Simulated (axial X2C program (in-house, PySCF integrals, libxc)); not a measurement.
# SeC: from the state search to constants

What are the state, bond length, wavenumber and bond energy of SeC, and what does spin–orbit coupling change?

Computed with an in-house X2C program for linear molecules on PySCF integrals. Level: all-electron X2C, Se dyall-cv3z, C dyall-v3z.

All values are calculated.

## (1) The job

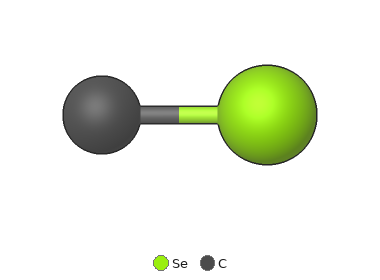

The two atoms at 1.740 Å (selenium green, carbon dark grey).

Contents of task.json:

```json
{"zs": [34, 6], "q": 0, "bas": ["dyall-cv3z", "dyall-v3z"], "levels": ["PBE0", "HF", "PBE50"], "cc": true, "r0": 1.74, "thr": -2.0, "nmax": 90, "npts": 10, "nst": 2, "ntry": 6}
```

Keys: zs atomic numbers; q charge; bas basis sets; levels methods (HF also brings MP2); cc coupled cluster on or off; r0 starting distance in Å; thr threshold in hartree for freezing inner shells (an s shell follows its p shell); nmax most natural virtual spinors; npts points asked for on the curve; nst determinants followed; ntry starts of the search.

The run is started by

```bash
> python so2c.py task.json out
```

Spin-free means the one-electron spin-free X2C Hamiltonian; two-component (2c) means X2C with spin–orbit coupling and atomic mean-field two-electron Coulomb and Gaunt terms. Basis: Se dyall-cv3z contracted to [8s9p6d4f1g], C dyall-v3z contracted to [7s6p2d1f]; Gaussian nuclei, density fitting. Masses: Se 79.917 u, C 12.000 u.

Notation: σ, π±, δ± give the projection m of an orbital's angular momentum (0, ±1, ±2), α and β its spin, Λ and M_S the sums; ω is the projection of a spinor's total angular momentum and Ω the sum. Logs are in hartree.

The results follow Hamiltonian by Hamiltonian and level by level.

## (2) State search with PBE0

PBE0 moves the distance from 1.740 Å to 1.669 Å and compares determinants there.

Spin-free determinants:

```tsv
ΔE (eV)	state	open shells
0.00	M_S = 0, Λ = 0	closed shell
2.81	M_S = 1, Λ = 1	beyond closed shells: σα, π+α
3.43	M_S = 0, Λ = 1	beyond closed shells: σα, π+β
4.02	M_S = 1, Λ = 0	beyond closed shells: π+α, π+β, 2 × π-α
4.02	M_S = 1, Λ = 2	beyond closed shells: 2 × π+α, π+β, π-α
4.44	M_S = 0, Λ = 2	beyond closed shells: π+α, 2 × π+β, π-α
```

Two-component determinants:

```tsv
ΔE (eV)	state	open shells
0.00	Ω = 0	closed shell
2.87	Ω = 2	excess of +ω over −ω: ω = 1/2, ω = 3/2
3.37	Ω = 1	excess of +ω over −ω: 2 × ω = 1/2
3.46	Ω = 1	excess of +ω over −ω: ω = -1/2, ω = 3/2
3.89	Ω = 1	excess of +ω over −ω: ω = -1/2, ω = 3/2
3.96	Ω = 3	excess of +ω over −ω: 2 × ω = 3/2
4.31	Ω = 2	excess of +ω over −ω: ω = 1/2, ω = 3/2
```

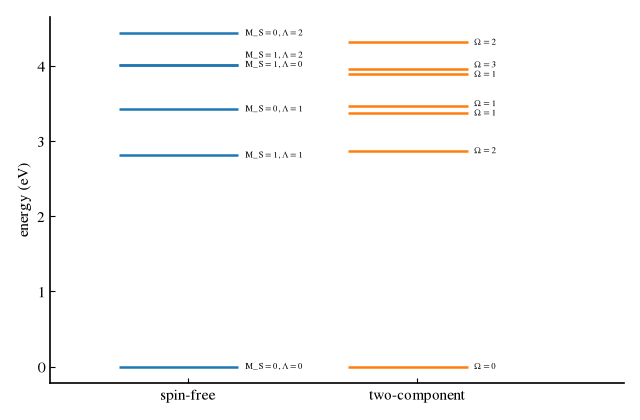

The determinants found, each set from its own lowest.

## (3) PBE0, spin-free

State followed: M_S = 0, Λ = 0 (closed shell). The scan is laid around 1.669 Å, a first estimate of the minimum, and this SCF restarts from the orbitals of the search.

Output at 1.669 Å:

```text
spin-free X2C-1e  PBE0
basis functions 144  fitting functions 845  grid points 5074
iter        total energy     max residual
   1      -2467.657921432     1.46e-06
   2      -2467.657921432     1.81e-06
converged
one-electron -3558.84462329  Coulomb 1120.11523378  exact exchange -22.97239399  xc functional -70.63687551  nuclear repulsion 64.68073758
```

Along the bond, energies from the lowest point:

```
R (Å)  E (eV)  μ (D)  HOMO (eV)  LUMO (eV)  iterations
1.452  1.5129  -2.90      -7.92      -1.67          10
1.519  0.6336  -2.68      -8.13      -1.92          10
1.569  0.2528  -2.51      -8.28      -2.11          10
1.619  0.0550  -2.33      -8.42      -2.30          11
1.669  0.0000  -2.15      -8.54      -2.48           2
1.727  0.0748  -1.93      -8.66      -2.70          10
1.786  0.2616  -1.72      -8.76      -2.90          10
1.861  0.6184  -1.45      -8.68      -3.16          10
1.953  1.1687  -1.13      -8.44      -3.45           9
2.086  2.0813  -0.70      -8.14      -3.83           9
```

Dipoles are positive if C is the positive end.

Outer orbitals at the reference distance:

```csv
symmetry,occupied,ε (eV),atomic character
σα,yes,-22.60,"51% Se s, 27% C s, 14% C p"
σα,yes,-14.64,"38% Se p, 29% C s, 24% Se s"
π+α,yes,-9.28,"63% Se p, 32% C p, 3% C d"
π-α,yes,-9.28,"63% Se p, 32% C p, 3% C d"
σα,yes,-8.54,"53% C p, 21% C s, 19% Se p"
π-α,no,-2.48,"56% C p, 29% Se p, 12% Se d"
π+α,no,-2.48,"56% C p, 29% Se p, 12% Se d"
σα,no,1.33,"50% Se p, 26% Se d, 12% C p"
σα,no,3.44,"40% C p, 26% Se s, 13% Se d"
```

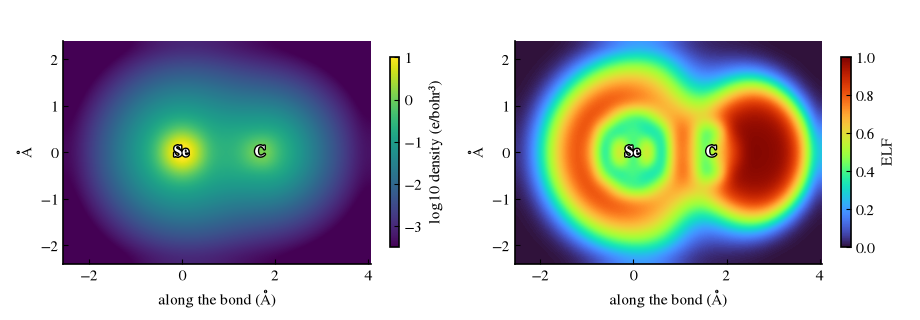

PBE0 fields in a plane through the axis, from a grid of 0.3 Å; Se lies at z = 0 and C at z = 1.669 Å; the ELF is damped to zero where the density is low.

Re = 1.667 Å, ωe = 1080 cm⁻¹, ωexe = 4.12 cm⁻¹, Be = 0.5817 cm⁻¹, De = 6.05 eV, μ = -2.15 D.

## (4) HF, spin-free

Output at 1.669 Å:

```text
spin-free X2C-1e  HF
basis functions 144  fitting functions 845  grid points 5074
iter        total energy     max residual
   1      -2465.938227896     1.59e-01
   2      -2465.959678602     1.39e-02
   3      -2465.960596591     1.08e-02
   4      -2465.961689600     3.91e-03
   5      -2465.961836692     1.49e-03
   6      -2465.961869343     4.26e-04
   7      -2465.961873343     6.61e-05
   8      -2465.961873618     4.93e-05
   9      -2465.961873654     4.04e-06
  10      -2465.961873655     4.34e-07
converged
one-electron -3558.75218522  Coulomb 1120.07302785  exact exchange -91.96345387  xc functional 0.00000000  nuclear repulsion 64.68073758
```

Re = 1.648 Å, ωe = 1157 cm⁻¹, ωexe = 4.04 cm⁻¹, Be = 0.5948 cm⁻¹, De = 2.88 eV, μ = -1.87 D.

## (5) PBE50, spin-free

The SCF at the reference distance of 1.669 Å:

```text
spin-free X2C-1e  PBE50
basis functions 144  fitting functions 845  grid points 5074
iter        total energy     max residual
   1      -2467.694715228     5.64e-02
   2      -2467.697264014     7.58e-03
   3      -2467.696145473     1.26e-02
   4      -2467.697711690     1.89e-03
   5      -2467.697756650     3.23e-04
   6      -2467.697758019     1.92e-04
   7      -2467.697758314     1.70e-05
   8      -2467.697758324     9.43e-06
   9      -2467.697758325     3.86e-07
converged
one-electron -3559.10718181  Coulomb 1120.40344871  exact exchange -45.96437173  xc functional -47.71039108  nuclear repulsion 64.68073758
```

Re = 1.650 Å, ωe = 1134 cm⁻¹, ωexe = 4 cm⁻¹, Be = 0.5936 cm⁻¹, De = 5.53 eV, μ = -2.12 D.

## (6) MP2 and beyond, spin-free

Correlated methods: 10 electrons correlated (frozen shells, counted by type: Se 3 s, 2 p, 1 d; C 1 s), 188 virtual spinors in MP2, 88 natural virtuals in coupled cluster.

Output of the correlated part at 1.669 Å:

```text
correlated 10  virtual 188  natural virtual 88  E(MP2) -0.295686428  MP2 remainder -0.008103576
iter   CCSD correlation   residual
   1     -0.282700877   1.89e-01
   2     -0.296218068   9.18e-02
   3     -0.300342345   3.29e-02
   4     -0.300806958   1.07e-02
   5     -0.300908287   4.37e-03
   6     -0.300901533   1.08e-03
   7     -0.300907806   2.86e-04
   8     -0.300911662   8.48e-05
   9     -0.300910895   3.06e-05
  10     -0.300911436   9.69e-06
  11     -0.300911135   3.29e-06
  12     -0.300911151   1.09e-06
(T) -0.020683712  T1 0.0422  D1 0.0600  max T2 0.092
```

T1 in the output is the amplitude norm over the root of the electron number; divide by √2 for the Lee–Taylor value.

MP2: Re = 1.677 Å, ωe = 1064 cm⁻¹, Be = 0.5743 cm⁻¹, De = 6.24 eV.

CCSD: Re = 1.672 Å, ωe = 1079 cm⁻¹, ωexe = 4.13 cm⁻¹, Be = 0.5779 cm⁻¹, De = 5.56 eV. T1 at Re = 0.030 (Lee–Taylor, the printed value over √2).

CCSD(T): Re = 1.687 Å, ωe = 1028 cm⁻¹, ωexe = 4.61 cm⁻¹, Be = 0.5679 cm⁻¹, De = 5.98 eV. T1 at Re = 0.031 (Lee–Taylor, the printed value over √2).

## (7) The spin-free curves together

Energy (eV) of the followed determinant, spin-free, from each level's lowest point:

```
R (Å)   PBE0     HF    MP2   CCSD  CCSD(T)  PBE50
1.452  1.513  1.381  1.645    n/a      n/a  1.359
1.519  0.634  0.526  0.718  0.688    0.769  0.522
1.569  0.253  0.174  0.306  0.285    0.341  0.177
1.619  0.055  0.012  0.080  0.069    0.099  0.016
1.669  0.000  0.000  0.000  0.000    0.000  0.000
1.727  0.075  0.131  0.049  0.062    0.025  0.122
1.786  0.262  0.379  0.213  0.240    0.161  0.357
1.861  0.618  0.818  0.551  0.588    0.452  0.778
1.953  1.169  1.471  1.100    n/a      n/a  1.407
2.086  2.081  2.520  2.105    n/a      n/a  2.434
```

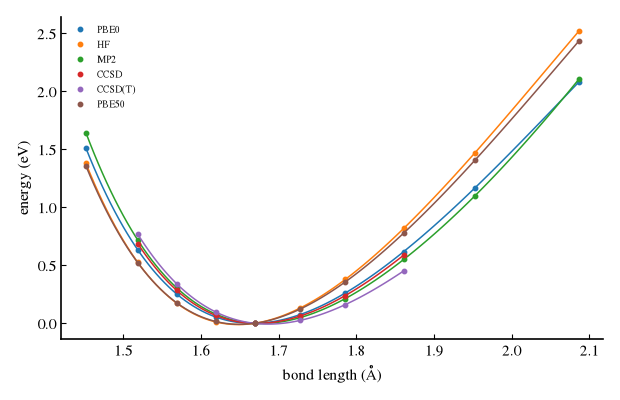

Curves of the followed state, spin-free, each from its own lowest point.

## (8) PBE0, 2c

State followed: Ω = 0 (closed shell). The scan is laid around 1.669 Å, a first estimate of the minimum, and this SCF restarts from the orbitals of the search.

Output at 1.669 Å:

```text
two-component X2C + atomic mean field  PBE0
basis functions 144  fitting functions 845  grid points 5074
iter        total energy     max residual
   1      -2466.835259289     1.81e-05
   2      -2466.835259289     3.25e-05
   3      -2466.835259298     6.98e-06
   4      -2466.835259299     2.18e-06
converged
one-electron -3556.71772924  Coulomb 1119.67267590  exact exchange -22.96379539  xc functional -70.61035477  nuclear repulsion 64.68073758  atomic mean-field constant -0.89679339
```

Along the bond, energies from the lowest point:

```
R (Å)  E (eV)  μ (D)  HOMO (eV)  LUMO (eV)  iterations
1.452  1.5203  -2.90      -7.91      -1.70          10
1.519  0.6385  -2.68      -8.13      -1.95          10
1.569  0.2559  -2.51      -8.27      -2.14          10
1.619  0.0566  -2.33      -8.41      -2.33          11
1.669  0.0000  -2.15      -8.53      -2.51           4
1.727  0.0730  -1.94      -8.64      -2.72          10
1.786  0.2582  -1.73      -8.72      -2.92          10
1.861  0.6128  -1.46      -8.59      -3.18          10
1.953  1.1605  -1.14      -8.35      -3.46          11
2.086  2.0689  -0.71      -8.05      -3.84          12
```

Dipoles are positive if C is the positive end.

Outer spinors at the reference distance:

```csv
ω,occupied,ε (eV),atomic character,λ mixture
1/2,yes,-22.60,"51% Se s, 27% C s, 14% C p",100% σ
1/2,yes,-14.64,"39% Se p, 29% C s, 24% Se s",100% σ
1/2,yes,-9.37,"64% Se p, 31% C p, 3% C d","99% π, 1% σ"
3/2,yes,-9.19,"62% Se p, 34% C p, 3% C d",100% π
1/2,yes,-8.53,"53% C p, 21% C s, 20% Se p","99% σ, 1% π"
1/2,no,-2.51,"57% C p, 28% Se p, 12% Se d",100% π
3/2,no,-2.45,"54% C p, 30% Se p, 12% Se d",100% π
1/2,no,1.34,"50% Se p, 27% Se d, 12% C p",100% σ
1/2,no,3.44,"40% C p, 26% Se s, 13% Se d",100% σ
```

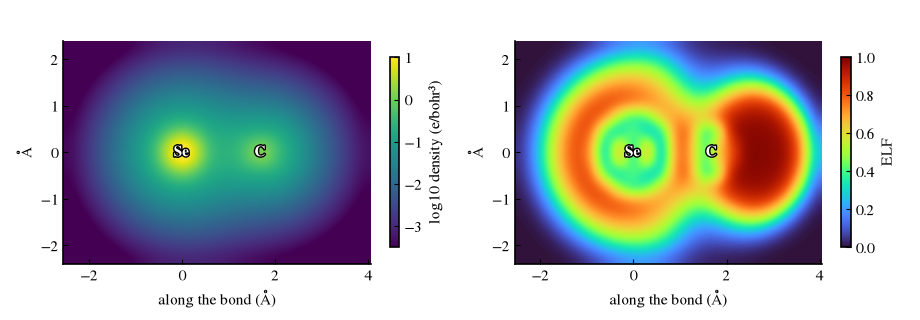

PBE0 fields in a plane through the axis, from a grid of 0.3 Å; Se lies at z = 0 and C at z = 1.669 Å; the ELF is damped to zero where the density is low.

Re = 1.667 Å, ωe = 1079 cm⁻¹, ωexe = 4.13 cm⁻¹, Be = 0.5813 cm⁻¹, De = 5.99 eV, μ = -2.16 D.

## (9) HF, 2c

The SCF at the reference distance of 1.669 Å:

```text
two-component X2C + atomic mean field  HF
basis functions 144  fitting functions 845  grid points 5074
iter        total energy     max residual
   1      -2465.116290684     1.59e-01
   2      -2465.137729656     1.38e-02
   3      -2465.138652981     1.09e-02
   4      -2465.139736924     3.89e-03
   5      -2465.139885252     1.48e-03
   6      -2465.139919079     4.18e-04
   7      -2465.139923675     1.44e-04
   8      -2465.139924234     9.16e-05
   9      -2465.139924423     4.95e-05
  10      -2465.139924552     2.78e-05
  11      -2465.139924617     3.07e-06
  12      -2465.139924618     7.69e-07
converged
one-electron -3556.62499595  Coulomb 1119.63022722  exact exchange -91.92910008  xc functional 0.00000000  nuclear repulsion 64.68073758  atomic mean-field constant -0.89679339
```

Re = 1.649 Å, ωe = 1154 cm⁻¹, ωexe = 4.07 cm⁻¹, Be = 0.5942 cm⁻¹, De = 2.81 eV, μ = -1.88 D.

## (10) PBE50, 2c

The SCF at the reference distance of 1.669 Å:

```text
two-component X2C + atomic mean field  PBE50
basis functions 144  fitting functions 845  grid points 5074
iter        total energy     max residual
   1      -2466.872289419     5.64e-02
   2      -2466.874840864     7.55e-03
   3      -2466.873739216     1.26e-02
   4      -2466.875284838     1.89e-03
   5      -2466.875329699     3.62e-04
   6      -2466.875331143     1.90e-04
   7      -2466.875331462     2.87e-05
   8      -2466.875331480     1.24e-05
   9      -2466.875331484     4.13e-06
  10      -2466.875331485     1.54e-06
converged
one-electron -3556.98039346  Coulomb 1119.96102798  exact exchange -45.94718727  xc functional -47.69272294  nuclear repulsion 64.68073758  atomic mean-field constant -0.89679339
```

Re = 1.651 Å, ωe = 1132 cm⁻¹, ωexe = 4.01 cm⁻¹, Be = 0.5931 cm⁻¹, De = 5.46 eV, μ = -2.13 D.

## (11) Correlated methods, 2c

Correlated methods: 10 electrons correlated (frozen shells, counted by type: Se 3 s, 2 p, 1 d; C 1 s), 188 virtual spinors in MP2, 90 natural virtuals in coupled cluster.

Output of the correlated part at 1.669 Å:

```text
correlated 10  virtual 188  natural virtual 90  E(MP2) -0.295424836  MP2 remainder -0.007476001
iter   CCSD correlation   residual
   1     -0.283043009   1.90e-01
   2     -0.296565069   9.21e-02
   3     -0.300703605   3.31e-02
   4     -0.301174573   1.08e-02
   5     -0.301277471   4.42e-03
   6     -0.301271036   1.12e-03
   7     -0.301277666   3.17e-04
   8     -0.301281959   1.12e-04
   9     -0.301280842   5.26e-05
  10     -0.301281886   2.42e-05
  11     -0.301281119   1.10e-05
  12     -0.301281193   4.39e-06
  13     -0.301281182   1.64e-06
(T) -0.020730288  T1 0.0425  D1 0.0643  max T2 0.090
```

MP2: Re = 1.678 Å, ωe = 1064 cm⁻¹, Be = 0.5741 cm⁻¹, De = 6.12 eV.

CCSD: Re = 1.673 Å, ωe = 1077 cm⁻¹, ωexe = 4.16 cm⁻¹, Be = 0.5774 cm⁻¹, De = 5.44 eV. T1 at Re = 0.030 (Lee–Taylor, the printed value over √2).

CCSD(T): Re = 1.687 Å, ωe = 1027 cm⁻¹, ωexe = 4.57 cm⁻¹, Be = 0.5675 cm⁻¹, De = 5.85 eV. T1 at Re = 0.031 (Lee–Taylor, the printed value over √2).

## (12) The 2c curves together

Energy (eV) of the followed determinant, 2c, from each level's lowest point:

```
R (Å)   PBE0     HF    MP2   CCSD  CCSD(T)  PBE50
1.452  1.520  1.390  1.650    n/a      n/a  1.367
1.519  0.638  0.532  0.721  0.693    0.773  0.528
1.569  0.256  0.178  0.308  0.288    0.344  0.180
1.619  0.057  0.014  0.081  0.071    0.100  0.018
1.669  0.000  0.000  0.000  0.000    0.000  0.000
1.727  0.073  0.128  0.048  0.060    0.023  0.120
1.786  0.258  0.374  0.212  0.236    0.159  0.353
1.861  0.613  0.810  0.550  0.581    0.448  0.772
1.953  1.161  1.458  1.099    n/a      n/a  1.397
2.086  2.069  2.497  2.093    n/a      n/a  2.418
```

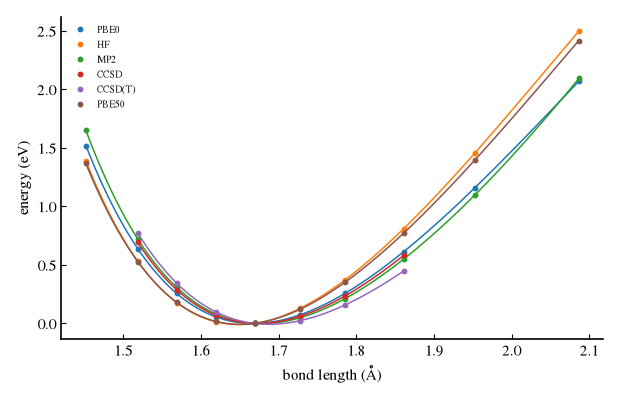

Curves of the followed state, 2c, each from its own lowest point.

Time for the job: 73 s (1 thread of Arm Neoverse V2, shared host); peak memory 0.6 GiB.

## (13) What came out

Lowest determinant that the search found at its distance, spin-free: M_S = 0, Λ = 0 (closed shell).

Lowest determinant that the search found at its distance, 2c: Ω = 0 (closed shell).

```csv
Hamiltonian,level,Re (Å),ωe (cm⁻¹),De (eV),μ (D)
spin-free,PBE0,1.667,1080,6.05,-2.15
spin-free,HF,1.648,1157,2.88,-1.87
spin-free,MP2,1.677,1064,6.24,n/a
spin-free,CCSD,1.672,1079,5.56,n/a
spin-free,CCSD(T),1.687,1028,5.98,n/a
spin-free,PBE50,1.650,1134,5.53,-2.12
2c,PBE0,1.667,1079,5.99,-2.16
2c,HF,1.649,1154,2.81,-1.88
2c,MP2,1.678,1064,6.12,n/a
2c,CCSD,1.673,1077,5.44,n/a
2c,CCSD(T),1.687,1027,5.85,n/a
2c,PBE50,1.651,1132,5.46,-2.13
```

Dipoles are positive if C is the positive end.

Time per point (s) on 1 thread of Arm Neoverse V2, shared host (2c runs; CCSD comes with the CCSD(T) run); the times are rough: PBE0 0.22, HF 0.15, MP2 0.24, CCSD(T) 3.7, PBE50 0.25.

**Reading.** At CCSD(T), going from spin-free to two-component changes Re by +1 mÅ, ωe by -0.1 %; the spin-free picture holds up (part of it comes from the scalar share of the two-electron terms). De moves by -0.12 eV; both De rest on single-determinant atoms, which can miss part of an open shell's spin–orbit lowering.

De refers to Se + C, each in the lowest determinant found, which need not be this curve's own limit. The state is a single determinant with fixed occupations, the lowest that a limited PBE0 search found. The closed shell is kept restricted; where the fragments are open shells, the energy then runs too high at long range. De is counted from the lowest determinant-based energies of the atoms at the same level, without counterpoise correction. CCSD and (T) use frozen natural virtuals with an MP2 correction for the truncation. T1 at Re is 0.031 (Lee–Taylor), above the customary mark of 0.02.
